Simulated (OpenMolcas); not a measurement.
Single-point calculation, with input and output: C2H6Ga (part 3 of 3)

C2H6Ga, multiplicity 2; BHLYP/6-31G*, UKS (OpenMolcas 26.06). A bond length was changed on purpose from its optimised value.

Geometry of the input (Å):
```
C  -2.3603  1.5917  -0.3578
Ga -0.6570  0.8142  0.3399
C  0.1603  -0.7110  -0.6592
H  -3.1279  0.8112  -0.3556
H  -2.2061  1.9084  -1.3942
H  -2.7163  2.4400  0.2251
H  2.2020  -1.4968  0.3182
H  0.3557  -0.3934  -1.6884
H  -0.5595  -1.5350  -0.6928
```

## The program's output, continued
```
                            H7                      H8                      H9
                     alpha        beta       alpha        beta       alpha        beta
      1s           0.9937      0.0070      0.3982      0.4396      0.3982      0.4396
      2px          0.0000      0.0000      0.0000      0.0000      0.0000      0.0000
      2pz          0.0000      0.0000      0.0000      0.0000      0.0000      0.0000
      2py          0.0000      0.0000      0.0000      0.0000      0.0000      0.0000
      3d2+         0.0000      0.0000      0.0000      0.0000      0.0000      0.0000
      3d1+         0.0000      0.0000      0.0000      0.0000      0.0000      0.0000
      3d0          0.0000      0.0000      0.0000      0.0000      0.0000      0.0000
      3d1-         0.0000      0.0000      0.0000      0.0000      0.0000      0.0000
      3d2-         0.0000      0.0000      0.0000      0.0000      0.0000      0.0000
      Total        0.9937      0.0070      0.3982      0.4396      0.3982      0.4396
      Total              1.0007                  0.8378                  0.8378

      Charge           -0.0007                  0.1622                  0.1622

      Total electronic charge=   49.000000

      Total            charge=   -0.000000
--

++    Molecular orbitals:
      -------------------

      Title: Natural orbitals

      Molecular orbitals for symmetry species 1: a

      Basis set list:
        1 C1     1s                 16 GA2    1s                 31 GA2    2pz                46 GA2    3d2+               61 H4     1s
        2 C1     1s                 17 GA2    1s                 32 GA2    3d2-               47 C3     1s                 62 H4     1s
        3 C1     1s                 18 GA2    1s                 33 GA2    3d2-               48 C3     1s                 63 H5     1s
        4 C1     2px                19 GA2    1s                 34 GA2    3d2-               49 C3     1s                 64 H5     1s
        5 C1     2px                20 GA2    2px                35 GA2    3d1-               50 C3     2px                65 H6     1s
        6 C1     2py                21 GA2    2px                36 GA2    3d1-               51 C3     2px                66 H6     1s
        7 C1     2py                22 GA2    2px                37 GA2    3d1-               52 C3     2py                67 H7     1s
        8 C1     2pz                23 GA2    2px                38 GA2    3d0                53 C3     2py                68 H7     1s
        9 C1     2pz                24 GA2    2py                39 GA2    3d0                54 C3     2pz                69 H8     1s
       10 C1     3d2-               25 GA2    2py                40 GA2    3d0                55 C3     2pz                70 H8     1s
       11 C1     3d1-               26 GA2    2py                41 GA2    3d1+               56 C3     3d2-               71 H9     1s
       12 C1     3d0                27 GA2    2py                42 GA2    3d1+               57 C3     3d1-               72 H9     1s
       13 C1     3d1+               28 GA2    2pz                43 GA2    3d1+               58 C3     3d0
       14 C1     3d2+               29 GA2    2pz                44 GA2    3d2+               59 C3     3d1+
       15 GA2    1s                 30 GA2    2pz                45 GA2    3d2+               60 C3     3d2+

  Index Energy  Occupation Coefficients ...

    1 -374.9464    2.0000         15 GA2    1s     ( 0.996),

    2  -46.7986    2.0000         16 GA2    1s     ( 1.037),

    3  -41.3936    2.0000         20 GA2    2px    ( 0.522),    24 GA2    2py    ( 0.643),    28 GA2    2pz    (-0.554),

    4  -41.3908    2.0000         20 GA2    2px    ( 0.471),    28 GA2    2pz    ( 0.817),

    5  -41.3895    2.0000         20 GA2    2px    (-0.706),    24 GA2    2py    ( 0.690),

    6  -10.5364    2.0000          1 C1     1s     ( 0.997),

    7   -5.5883    2.0000         17 GA2    1s     ( 0.995),

    8   -4.0582    2.0000         21 GA2    2px    ( 0.563),    25 GA2    2py    ( 0.689),    29 GA2    2pz    (-0.587),

    9   -4.0812    2.0000         21 GA2    2px    ( 0.892),

   10   -4.2779    2.0000         17 GA2    1s     ( 0.404),    25 GA2    2py    (-0.691),    29 GA2    2pz    (-0.690),

   11  -10.4965    2.0000         47 C3     1s     ( 0.996),

   12   -0.5443    2.0000          4 C1     2px    ( 0.219),     6 C1     2py    ( 0.260),     8 C1     2pz    (-0.232),    35 GA2    3d1-   (-0.141),
                                  61 H4     1s     (-0.230),    62 H4     1s     (-0.190),    63 H5     1s     ( 0.214),    64 H5     1s     ( 0.181),

   13   -1.0145    2.0000         32 GA2    3d2-   ( 0.584),    33 GA2    3d2-   ( 0.314),    35 GA2    3d1-   (-0.324),

   14   -0.9375    2.0000         41 GA2    3d1+   (-0.319),    44 GA2    3d2+   ( 0.606),    45 GA2    3d2+   ( 0.324),

   15   -0.9557    2.0000         32 GA2    3d2-   (-0.250),    35 GA2    3d1-   (-0.281),    38 GA2    3d0    (-0.381),    41 GA2    3d1+   (-0.456),
                                  42 GA2    3d1+   (-0.244),

   16   -0.7853    2.0000          2 C1     1s     ( 0.342),     3 C1     1s     ( 0.319),    63 H5     1s     ( 0.175),

   17   -0.6483    2.0000          6 C1     2py    (-0.255),     8 C1     2pz    (-0.240),    35 GA2    3d1-   (-0.263),    36 GA2    3d1-   (-0.141),
                                  41 GA2    3d1+   ( 0.223),    44 GA2    3d2+   ( 0.236),    65 H6     1s     (-0.234),    66 H6     1s     (-0.182),

   18   -0.9430    2.0000         32 GA2    3d2-   ( 0.339),    38 GA2    3d0    (-0.576),    39 GA2    3d0    (-0.309),

   19   -0.8184    2.0000         35 GA2    3d1-   ( 0.379),    36 GA2    3d1-   ( 0.204),    41 GA2    3d1+   (-0.304),    44 GA2    3d2+   (-0.327),

   20   -0.4112    1.9997          4 C1     2px    (-0.291),     5 C1     2px    (-0.175),    18 GA2    1s     ( 0.201),    22 GA2    2px    ( 0.279),
                                  26 GA2    2py    (-0.220),    52 C3     2py    ( 0.158),    54 C3     2pz    ( 0.223),

   21   -0.4582    1.9997         50 C3     2px    ( 0.226),    52 C3     2py    ( 0.285),    54 C3     2pz    (-0.239),    69 H8     1s     ( 0.237),
                                  70 H8     1s     ( 0.213),    71 H9     1s     (-0.243),    72 H9     1s     (-0.218),

   22   -0.4749    1.9995         18 GA2    1s     (-0.592),

   23   -0.6492    1.9992         18 GA2    1s     ( 0.208),    48 C3     1s     ( 0.336),    49 C3     1s     ( 0.322),

   24   -0.1841    1.2279         18 GA2    1s     (-0.249),    26 GA2    2py    ( 0.201),    30 GA2    2pz    ( 0.353),    50 C3     2px    ( 0.330),
                                  51 C3     2px    ( 0.264),    52 C3     2py    (-0.215),    53 C3     2py    (-0.178),

   25   -0.1294    1.0000         67 H7     1s     ( 0.409),    68 H7     1s     ( 0.654),

   26   -0.1286    0.7721         18 GA2    1s     ( 0.371),    19 GA2    1s     (-0.253),    22 GA2    2px    (-0.205),    30 GA2    2pz    (-0.336),
                                  49 C3     1s     ( 0.285),    50 C3     2px    ( 0.276),    51 C3     2px    ( 0.220),    54 C3     2pz    ( 0.215),

   27    0.7015    0.0008         49 C3     1s     (-0.949),    51 C3     2px    ( 0.577),    70 H8     1s     ( 0.527),    72 H9     1s     ( 0.527),

   28    0.4999    0.0005          3 C1     1s     (-0.570),    19 GA2    1s     ( 0.895),    22 GA2    2px    (-0.678),    30 GA2    2pz    (-0.591),

   29    0.4701    0.0003         52 C3     2py    ( 0.439),    53 C3     2py    ( 0.491),    70 H8     1s     (-0.808),    72 H9     1s     ( 0.837),

   30    0.5295    0.0003          9 C1     2pz    (-0.448),    49 C3     1s     (-0.884),    55 C3     2pz    ( 0.467),    66 H6     1s     ( 0.465),
                                  70 H8     1s     ( 0.652),    72 H9     1s     ( 0.608),

   31    0.5472    0.0000         18 GA2    1s     ( 0.510),    22 GA2    2px    ( 0.578),    26 GA2    2py    (-0.385),    37 GA2    3d1-   (-0.305),
                                  66 H6     1s     (-0.414),

   32    0.2151    0.0000         22 GA2    2px    (-0.496),    26 GA2    2py    (-0.628),    30 GA2    2pz    ( 0.533),    40 GA2    3d0    ( 0.416),

   33    0.5267    0.0000          2 C1     1s     (-0.403),     8 C1     2pz    (-0.307),    18 GA2    1s     (-0.386),    26 GA2    2py    (-0.391),
                                  30 GA2    2pz    (-0.445),    37 GA2    3d1-   (-0.278),    43 GA2    3d1+   ( 0.444),    46 GA2    3d2+   ( 0.383),
                                  53 C3     2py    (-0.277),    55 C3     2pz    (-0.254),    62 H4     1s     (-0.262),    66 H6     1s     ( 0.450),

   34    0.7402    0.0000          5 C1     2px    ( 0.719),     7 C1     2py    (-0.456),    19 GA2    1s     (-0.366),    22 GA2    2px    ( 0.469),
                                  30 GA2    2pz    ( 0.706),    31 GA2    2pz    (-0.528),    66 H6     1s     ( 0.613),

   35    0.9494    0.0000          3 C1     1s     (-0.900),     5 C1     2px    (-0.682),     9 C1     2pz    (-1.354),    66 H6     1s     ( 0.875),

   36    0.7777    0.0000         46 GA2    3d2+   ( 0.828),

   37    0.6429    0.0000          3 C1     1s     ( 1.389),     5 C1     2px    ( 0.900),    18 GA2    1s     ( 0.871),    34 GA2    3d2-   ( 0.910),

   38    0.7995    0.0000          5 C1     2px    (-0.986),     7 C1     2py    (-1.327),     9 C1     2pz    ( 1.279),    62 H4     1s     (-1.042),
                                  64 H5     1s     ( 1.193),

   39    1.4117    0.0000         49 C3     1s     (-3.584),

   40    1.9251    0.0000         18 GA2    1s     (-1.114),    33 GA2    3d2-   ( 0.749),    49 C3     1s     (-1.264),

   41    1.9174    0.0000          3 C1     1s     (-1.250),    22 GA2    2px    (-0.980),    26 GA2    2py    ( 0.820),    49 C3     1s     ( 1.284),

   42    1.4527    0.0000         18 GA2    1s     ( 1.177),    26 GA2    2py    ( 0.900),    30 GA2    2pz    ( 0.843),    49 C3     1s     ( 1.676),

   43    0.4912    0.0000          5 C1     2px    ( 0.415),     7 C1     2py    ( 0.547),     9 C1     2pz    (-0.453),    23 GA2    2px    (-0.328),
                                  27 GA2    2py    (-0.390),    31 GA2    2pz    ( 0.368),    34 GA2    3d2-   ( 0.338),    40 GA2    3d0    (-0.619),
                                  63 H5     1s     (-0.326),    70 H8     1s     ( 0.381),    72 H9     1s     (-0.367),

   44    1.6993    0.0000          2 C1     1s     (-0.687),     3 C1     1s     ( 1.178),     5 C1     2px    (-0.933),     9 C1     2pz    (-0.776),
                                  22 GA2    2px    (-0.775),    26 GA2    2py    ( 0.696),    49 C3     1s     ( 0.603),    64 H5     1s     (-0.590),

   45    2.9433    0.0000         33 GA2    3d2-   (-0.541),    38 GA2    3d0    (-0.614),    39 GA2    3d0    ( 0.928),

   46    2.5171    0.0000          3 C1     1s     (-0.716),     7 C1     2py    (-0.444),    19 GA2    1s     ( 0.429),    35 GA2    3d1-   (-0.520),
                                  36 GA2    3d1-   ( 0.747),    39 GA2    3d0    ( 0.419),    42 GA2    3d1+   ( 0.604),    43 GA2    3d1+   (-0.518),
                                  66 H6     1s     ( 0.548),

   47    1.2815    0.0000          3 C1     1s     ( 3.196),

   48    1.2094    0.0000          3 C1     1s     (-1.557),    19 GA2    1s     ( 1.072),

   49    0.5859    0.0000          3 C1     1s     ( 0.611),    27 GA2    2py    (-0.829),    31 GA2    2pz    (-0.724),    49 C3     1s     (-0.772),
                                  51 C3     2px    ( 0.605),    53 C3     2py    (-0.477),

   50    0.3066    0.0000         22 GA2    2px    (-0.473),    23 GA2    2px    ( 0.670),    26 GA2    2py    (-0.589),    27 GA2    2py    ( 0.762),
                                  30 GA2    2pz    ( 0.509),    31 GA2    2pz    (-0.688),

   51    0.7003    0.0000          3 C1     1s     (-2.602),

   52    1.1882    0.0000          3 C1     1s     (-1.804),    19 GA2    1s     ( 1.040),    49 C3     1s     (-1.027),

   53    1.2421    0.0000          3 C1     1s     (-2.234),    66 H6     1s     ( 1.416),

   54    0.7614    0.0000         62 H4     1s     ( 1.434),    64 H5     1s     (-1.423),    70 H8     1s     (-0.748),    72 H9     1s     ( 0.741),

   55    0.7715    0.0000          4 C1     2px    (-0.706),     5 C1     2px    ( 0.449),     6 C1     2py    (-0.383),     8 C1     2pz    ( 0.446),
                                   9 C1     2pz    (-0.491),    23 GA2    2px    (-0.480),    55 C3     2pz    ( 0.590),    63 H5     1s     ( 0.358),
                                  64 H5     1s     (-0.553),    65 H6     1s     ( 0.372),    66 H6     1s     (-0.530),    70 H8     1s     ( 0.518),

   56    1.1138    0.0000          5 C1     2px    ( 0.794),    19 GA2    1s     (-0.905),    53 C3     2py    ( 0.688),    62 H4     1s     ( 1.098),
                                  63 H5     1s     (-0.629),    64 H5     1s     ( 1.233),

   57    0.7911    0.0000         55 C3     2pz    ( 0.862),    70 H8     1s     ( 1.706),    72 H9     1s     (-1.614),

   58    1.7792    0.0000         13 C1     3d1+   ( 0.419),    14 C1     3d2+   (-0.783),

   59    1.5864    0.0000          9 C1     2pz    (-0.403),    19 GA2    1s     (-0.594),    26 GA2    2py    ( 0.392),    53 C3     2py    ( 0.594),
                                  55 C3     2pz    ( 0.575),    56 C3     3d2-   (-0.491),    57 C3     3d1-   ( 0.543),    61 H4     1s     (-0.370),
                                  65 H6     1s     (-0.492),    66 H6     1s     ( 0.727),    70 H8     1s     ( 0.668),    72 H9     1s     ( 0.590),

   60    1.5749    0.0000         60 C3     3d2+   (-0.625),    62 H4     1s     ( 0.620),    64 H5     1s     (-0.846),    72 H9     1s     ( 0.506),

   61    0.7224    0.0000          3 C1     1s     ( 0.659),     6 C1     2py    ( 0.726),     7 C1     2py    (-0.886),    23 GA2    2px    (-0.505),
                                  51 C3     2px    ( 0.582),    55 C3     2pz    ( 0.613),    62 H4     1s     (-0.945),    72 H9     1s     ( 0.643),

   62    1.1358    0.0000          2 C1     1s     (-0.579),     3 C1     1s     ( 0.526),     5 C1     2px    ( 0.567),     6 C1     2py    ( 0.436),
                                   7 C1     2py    (-0.838),     9 C1     2pz    (-0.594),    49 C3     1s     (-0.710),    53 C3     2py    ( 0.434),
                                  55 C3     2pz    ( 0.579),    61 H4     1s     ( 0.499),    64 H5     1s     (-0.483),    66 H6     1s     ( 0.756),

   63    2.8989    0.0000         42 GA2    3d1+   ( 0.537),    44 GA2    3d2+   ( 0.558),    45 GA2    3d2+   (-0.976),    46 GA2    3d2+   ( 0.794),

   64    1.0308    0.0000         49 C3     1s     ( 1.212),    53 C3     2py    (-0.811),    55 C3     2pz    (-1.094),    70 H8     1s     (-1.081),
                                  72 H9     1s     (-1.074),

   65    2.2676    0.0000         12 C1     3d0    ( 0.444),    51 C3     2px    ( 0.383),    53 C3     2py    ( 0.455),    56 C3     3d2-   (-0.481),
                                  58 C3     3d0    ( 0.737),    69 H8     1s     (-0.590),    71 H9     1s     ( 0.608),

   66    1.6477    0.0000         48 C3     1s     ( 1.110),    49 C3     1s     (-1.699),

   67    2.0800    0.0000         10 C1     3d2-   (-0.405),    12 C1     3d0    ( 0.651),    58 C3     3d0    (-0.515),    69 H8     1s     ( 0.393),
                                  70 H8     1s     (-0.359),    71 H9     1s     (-0.366),    72 H9     1s     ( 0.363),

   68    2.1520    0.0000          3 C1     1s     ( 0.993),    10 C1     3d2-   ( 0.618),    11 C1     3d1-   (-0.762),    49 C3     1s     (-0.629),
                                  61 H4     1s     (-0.537),    63 H5     1s     (-0.529),    65 H6     1s     ( 0.676),    66 H6     1s     (-0.583),

   69    0.7155    0.0000         51 C3     2px    ( 0.952),    53 C3     2py    ( 1.191),    55 C3     2pz    (-1.041),

   70    1.6417    0.0000          3 C1     1s     (-2.298),

--

++    Molecular properties:
      ---------------------

      Charge (e):
                      =   -0.0000
      Dipole Moment (debye):
      Origin of the operator (angstrom)=   -0.7859    0.6915    0.0769
                   X= -1.2485E+00               Y=  3.8183E-01               Z= -7.1597E-01           Total=  1.4890E+00
      Quadrupole Moment (debye*angstrom):
      Origin of the operator (angstrom)=   -0.7859    0.6915    0.0769
                  XX= -3.3764E+01              XY=  2.6113E+00              XZ= -1.3783E+00              YY= -3.2110E+01
                  YZ= -1.0992E+00              ZZ= -3.1630E+01
      In traceless form (debye*angstrom)
                  XX= -1.8943E+00              XY=  3.9169E+00              XZ= -2.0675E+00              YY=  5.8742E-01
                  YZ= -1.6488E+00              ZZ=  1.3069E+00
--

--- Stop Module: scf /rc=_RC_ALL_IS_WELL_ ---
--- Module scf spent 50 seconds ---

.##################.
.# Happy landing! #.
.##################.

    Timing: Wall=53.61 User=48.35 System=5.23
```

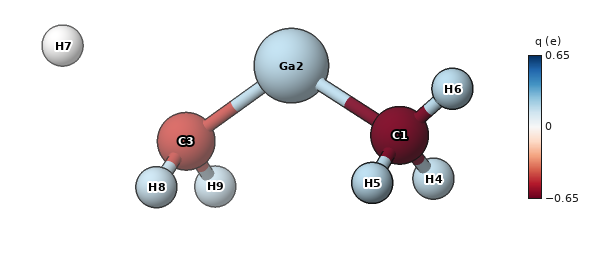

Figure 1. Mulliken charges, as the colour of each atom (ball-and-stick view, seen at a tilt; atoms are numbered from 1 in the order of the input). By element: C −0.61 to −0.44, Ga +0.18 and H 0.00 to +0.19 e.

## Summary

| quantity | value |
| --- | --- |
| outcome | converged |
| total energy | −2004.079174 hartree |
| basis functions | 72 |
| ⟨S²⟩ | 1.702 |
| dipole moment | 1.49 debye |
| wall time | 54 s |
| peak memory | 0.42 GiB |

## Notes

Further notes kept with the run: spin contamination. ⟨S²⟩ is 1.70 against 0.75 for a pure state: the solution is spin-contaminated.
